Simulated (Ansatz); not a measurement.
# BrH4PSi: interaction energy of a dimer with the counterpoise correction in Python

How strongly do two molecules of BrH4PSi bind, and how much of that is basis error? Wanted for BrH4PSi: the interaction energy of a dimer with the counterpoise correction. SMILES: P[SiH2]Br.

Computed with Ansatz 0.2.0 through its Python package. Level of theory: PBE+D4/def2-SVPD.

## Step 1: The structure

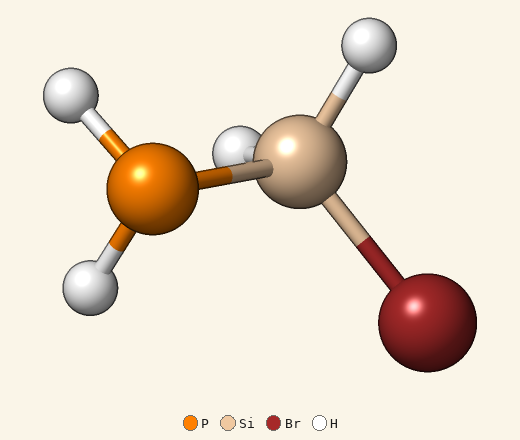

The structure that the script starts from, seen from a chosen angle (phosphorus orange, silicon light orange, bromine red, hydrogen white).

The script holds or builds the structure itself.

## Step 2: Script

The input, dimer_brh4psi.py:

```python
'''Interaction energy of two BrH4PSi molecules, with the counterpoise correction.'''

import logging
import sys

import ansatz

logging.basicConfig(stream=sys.stdout, format='%(levelname)s:%(name)s:%(message)s')
logger = logging.getLogger('run')
logger.setLevel(logging.INFO)

FIRST = [
    ('P', (1.3036, -0.2754, -0.6335)),
    ('Si', (-0.7457, 0.2807, -0.0043)),
    ('Br', (-2.1459, -1.3089, -0.6296)),
    ('H', (1.4805, -1.3472, 0.2714)),
    ('H', (1.9949, 0.6723, 0.1553)),
    ('H', (-1.1235, 1.5701, -0.633)),
    ('H', (-0.764, 0.4084, 1.4737)),
]
SECOND = [
    ('P', (4.56, 2.1714, -0.9559)),
    ('Si', (4.9001, 2.6072, 1.1887)),
    ('Br', (6.8623, 3.5946, 1.4192)),
    ('H', (4.3908, 3.5087, -1.3823)),
    ('H', (3.1774, 1.8917, -0.8632)),
    ('H', (4.8718, 1.3412, 1.9613)),
    ('H', (3.826, 3.5164, 1.6585)),
]

def energy(atoms, ghosts=()):
    molecule = ansatz.Crystal.molecule()
    for symbol, xyz in atoms:
        molecule = molecule.atom(symbol, xyz)
    calc = (
        molecule.calculation()
        .basis(gaussian='def2-SVPD')
        .functional('PBE', dispersion='d4')
    )
    deck = calc.input()
    if ghosts:
        deck = deck.set(ansatz.key.basis.gaussian.ghost_atoms, [{'symbol': s, 'position_ang': list(xyz)} for s, xyz in ghosts])
    return ansatz.Session.from_dict(deck).plan().execute().report['free_energy_ev']


def main() -> None:
    # ghost atoms carry the functions of the partner
    both = energy(FIRST + SECOND)
    alone = energy(FIRST) + energy(SECOND)
    ghosted = energy(FIRST, SECOND) + energy(SECOND, FIRST)
    logger.info(f'dimer {both:.6f} eV')
    logger.info(f'interaction, uncorrected   {23.060548 * (both - alone):8.3f} kcal/mol')
    logger.info(f'interaction, counterpoise  {23.060548 * (both - ghosted):8.3f} kcal/mol')
    logger.info(f'basis-set superposition    {23.060548 * (alone - ghosted):8.3f} kcal/mol')


if __name__ == '__main__':
    main()
```

## Step 3: What the engine is handed

The package turns the script's settings into the engine's input (first run):

```yaml
crystal:
  periodic: [false, false, false]
  atoms:
    - { symbol: P, position_ang: [1.3036, -0.2754, -0.6335] }
    - { symbol: Si, position_ang: [-0.7457, 0.2807, -0.0043] }
    - { symbol: Br, position_ang: [-2.1459, -1.3089, -0.6296] }
    - { symbol: H, position_ang: [1.4805, -1.3472, 0.2714] }
    - { symbol: H, position_ang: [1.9949, 0.6723, 0.1553] }
    - { symbol: H, position_ang: [-1.1235, 1.5701, -0.633] }
    - { symbol: H, position_ang: [-0.764, 0.4084, 1.4737] }
    - { symbol: P, position_ang: [4.56, 2.1714, -0.9559] }
    - { symbol: Si, position_ang: [4.9001, 2.6072, 1.1887] }
    - { symbol: Br, position_ang: [6.8623, 3.5946, 1.4192] }
    - { symbol: H, position_ang: [4.3908, 3.5087, -1.3823] }
    - { symbol: H, position_ang: [3.1774, 1.8917, -0.8632] }
    - { symbol: H, position_ang: [4.8718, 1.3412, 1.9613] }
    - { symbol: H, position_ang: [3.826, 3.5164, 1.6585] }
basis:
  gaussian:
    orbitals: def2-SVPD
hamiltonian:
  xc: pbe
  dispersion: d4
```

## Step 4: The run

The run is started by

```
$ python dimer_brh4psi.py
```

What it wrote:

```text
INFO:run:dimer -174492.726027 eV
INFO:run:interaction, uncorrected     -0.630 kcal/mol
INFO:run:interaction, counterpoise     0.098 kcal/mol
INFO:run:basis-set superposition       0.728 kcal/mol
```

Wall time 37 s (1 thread of Arm Neoverse V2, shared host); peak memory 0.51 GiB.

## Step 5: Inputs of later runs

The engine's inputs for some of the other runs:

Run 2, against run 1:

```diff
@@ -11,7 +10,0 @@
-    - { symbol: P, position_ang: [4.56, 2.1714, -0.9559] }
-    - { symbol: Si, position_ang: [4.9001, 2.6072, 1.1887] }
-    - { symbol: Br, position_ang: [6.8623, 3.5946, 1.4192] }
-    - { symbol: H, position_ang: [4.3908, 3.5087, -1.3823] }
-    - { symbol: H, position_ang: [3.1774, 1.8917, -0.8632] }
-    - { symbol: H, position_ang: [4.8718, 1.3412, 1.9613] }
-    - { symbol: H, position_ang: [3.826, 3.5164, 1.6585] }
```

Run 4, against run 1:

```diff
@@ -11,7 +10,0 @@
-    - { symbol: P, position_ang: [4.56, 2.1714, -0.9559] }
-    - { symbol: Si, position_ang: [4.9001, 2.6072, 1.1887] }
-    - { symbol: Br, position_ang: [6.8623, 3.5946, 1.4192] }
-    - { symbol: H, position_ang: [4.3908, 3.5087, -1.3823] }
-    - { symbol: H, position_ang: [3.1774, 1.8917, -0.8632] }
-    - { symbol: H, position_ang: [4.8718, 1.3412, 1.9613] }
-    - { symbol: H, position_ang: [3.826, 3.5164, 1.6585] }
@@ -20,0 +14,8 @@
+    ghost_atoms:
+      - { symbol: P, position_ang: [4.56, 2.1714, -0.9559] }
+      - { symbol: Si, position_ang: [4.9001, 2.6072, 1.1887] }
+      - { symbol: Br, position_ang: [6.8623, 3.5946, 1.4192] }
+      - { symbol: H, position_ang: [4.3908, 3.5087, -1.3823] }
+      - { symbol: H, position_ang: [3.1774, 1.8917, -0.8632] }
+      - { symbol: H, position_ang: [4.8718, 1.3412, 1.9613] }
+      - { symbol: H, position_ang: [3.826, 3.5164, 1.6585] }
```

Run 5, against run 1:

```diff
@@ -4,7 +3,0 @@
-    - { symbol: P, position_ang: [1.3036, -0.2754, -0.6335] }
-    - { symbol: Si, position_ang: [-0.7457, 0.2807, -0.0043] }
-    - { symbol: Br, position_ang: [-2.1459, -1.3089, -0.6296] }
-    - { symbol: H, position_ang: [1.4805, -1.3472, 0.2714] }
-    - { symbol: H, position_ang: [1.9949, 0.6723, 0.1553] }
-    - { symbol: H, position_ang: [-1.1235, 1.5701, -0.633] }
-    - { symbol: H, position_ang: [-0.764, 0.4084, 1.4737] }
@@ -20,0 +14,8 @@
+    ghost_atoms:
+      - { symbol: P, position_ang: [1.3036, -0.2754, -0.6335] }
+      - { symbol: Si, position_ang: [-0.7457, 0.2807, -0.0043] }
+      - { symbol: Br, position_ang: [-2.1459, -1.3089, -0.6296] }
+      - { symbol: H, position_ang: [1.4805, -1.3472, 0.2714] }
+      - { symbol: H, position_ang: [1.9949, 0.6723, 0.1553] }
+      - { symbol: H, position_ang: [-1.1235, 1.5701, -0.633] }
+      - { symbol: H, position_ang: [-0.764, 0.4084, 1.4737] }
```

## Step 6: The runs side by side

One row for each of the 5 runs:

| run | system | ghost atoms | energy (eV) | SCF cycles | CPU time (s) |
| --- | --- | --- | --- | --- | --- |
| 1 | Br2H8P2Si2 | not set | -174492.7260 | 18 | 13 |
| 2 | BrH4PSi | not set | -87246.3493 | 16 | 2.8 |
| 3 | BrH4PSi | not set | -87246.3494 | 16 | 2.8 |
| 4 | BrH4PSi | a list of 7 | -87246.3643 | 16 | 8.8 |
| 5 | BrH4PSi | a list of 7 | -87246.3660 | 16 | 8.9 |

Totals carry meaning only in balanced differences at one level of theory.

## Step 7: Results

```
                        quantity            value
 interaction energy, uncorrected  -0.630 kcal/mol
interaction energy, counterpoise   0.098 kcal/mol
                   runs compared                5
```

In words: The counterpoise correction turns the binding into repulsion: what looked like attraction was the basis set's error. Uncorrected it is -0.630 kcal/mol, with the counterpoise correction 0.098 kcal/mol; the difference, 0.73 kcal/mol, is the superposition error. The sign changes with the correction, so this basis doesn't settle it. The dimer is a generated trial pose of unrelaxed monomers, not a minimum, so the figure is no binding energy, and the basis set is small.
